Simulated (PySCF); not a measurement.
```yaml
atoms:
  - { symbol: Bi, position_ang: [0.0000, 0.0000, -0.1191] }
  - { symbol: N, position_ang: [0.0000, 0.0000, 1.7779] }
```

Core potentials replace the inner electrons of Bi.

These are results of PySCF, PBE0/cc-pVTZ(-PP), non-relativistic Hamiltonian with scalar-relativistic core potentials where named, at a bond length of 1.897 Å, not measurements.

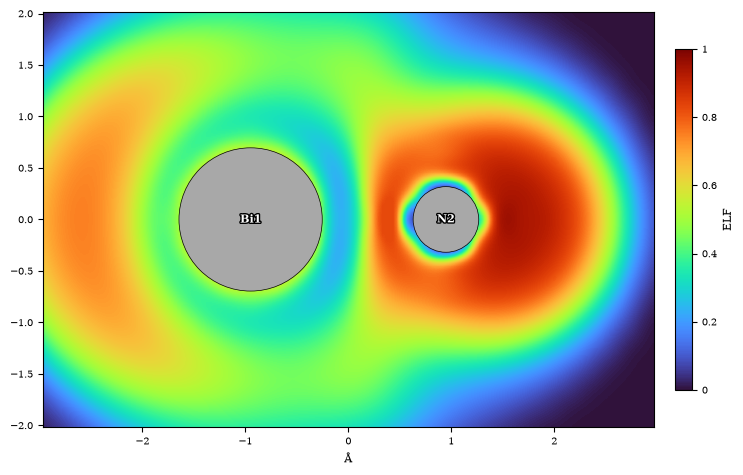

BiN. Electron localisation function on a plane that holds the molecular axis. Grey discs cover the atomic cores.

What do the fields say about this system?

Atoms in the plane: Bi and N. Bi–N (1.90 Å): the ELF peaks at about 0.85 in the valence shell of N, 0.6 Å from its nucleus, and is about 0.25 at the midpoint. The ELF also peaks beside N2, away from the bonds: lone-pair regions.
